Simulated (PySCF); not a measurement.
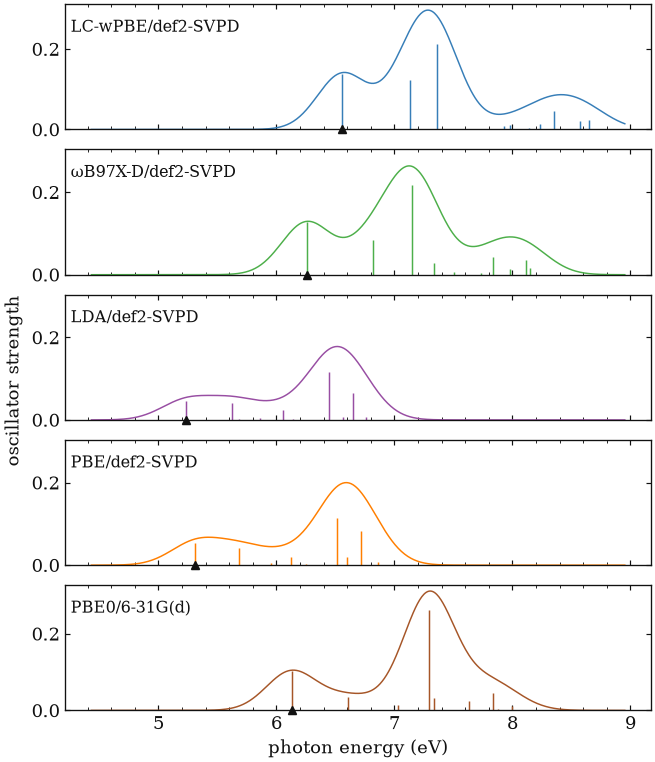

Vertical TDDFT spectra of C₃H₆Cl₂Si, SMILES C=C[C@H](Cl)[SiH2]Cl at one geometry and several levels (PySCF, at a PBE0-D3(BJ)/def2-SVP geometry (no frequency check)); sticks with Gaussians of 1/e half-width 0.30 eV, the triangle marks S1, which has the same leading orbital pair at all these levels. Only the lowest states were computed, so the high end is incomplete.

**How far does S1 move with the level of theory?**

From lowest to highest: LDA/def2-SVPD 5.23 eV, PBE/def2-SVPD 5.31 eV, PBE0/6-31G(d) 6.13 eV, ωB97X-D/def2-SVPD 6.26 eV, LC-wPBE/def2-SVPD 6.56 eV; a spread of 1.33 eV.

Limits of at least one run: 6-31G(d) has no diffuse functions, so states with Rydberg character are missing or too high; core orbitals are frozen in the response; one conformer of a flexible molecule; states above the negative HOMO energy depend on the basis.
